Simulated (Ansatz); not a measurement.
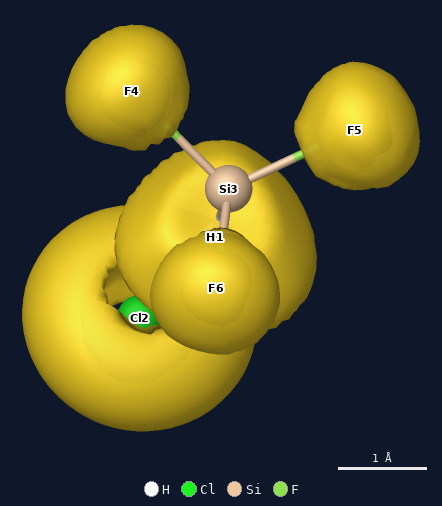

*F₃HSi···Cl (doublet). Isosurface of the ELF at 0.8 (yellow), seen at an oblique angle. Only the valence region is drawn (cores and ρ < 0.01 e/Å³ removed).*

Not at a stationary point (largest force 0.6 eV/Å).

All numbers below come from Ansatz 0.2.0, UKS CAM-B3LYP-D4/def2-SVP.

Input

```
crystal:
  periodic: [false, false, false]
  atoms:
    - { symbol: H, position_ang: [-0.6143, -0.3565, -0.0427] }
    - { symbol: Cl, position_ang: [-2.1106, -1.2394, 0.0564] }
    - { symbol: Si, position_ang: [1.0119, 0.5864, 0.0185] }
    - { symbol: F, position_ang: [0.2272, 0.8335, 1.3889] }
    - { symbol: F, position_ang: [0.1579, 1.1407, -1.2134] }
    - { symbol: F, position_ang: [1.3278, -0.9647, -0.2077] }
magnetization:
  spin_polarized: true
  initial_magnetization: 1
basis:
  gaussian: { orbitals: def2-SVP }
hamiltonian:
  xc: cam_b3lyp
  dispersion: d4
relax:
  f_tol: 0.15
  max_steps: 25
  restrain:
    - { distance: [0, 2], at: 1.42, k: 30.0 }
    - { distance: [1, 0], at: 2.63, k: 30.0 }
output:
  orbitals: {}
```

Command:

```sh
ansatz run input.yaml --threads 4 --pin off --max-ram 5120MiB --backend cpu --events-out ev --progress --plain --runs-dir out
```

The fields are those of the run's last geometry, not of the input's.

### Where are the electrons localised?

The ELF exceeds this value in one region around a hydrogen nucleus, one region wrapped around Cl (its valence shell) and three regions wrapped around F (the valence shell of each). Profiles from the grid: Cl2···H1 (2.63 Å): the ELF dips to about 0.05 between them (a weak contact between the two molecules). Si–F (1.59 Å): the ELF peaks at about 0.85 in the valence shell of F, 0.6 Å from its nucleus, and is about 0.45 at the midpoint.
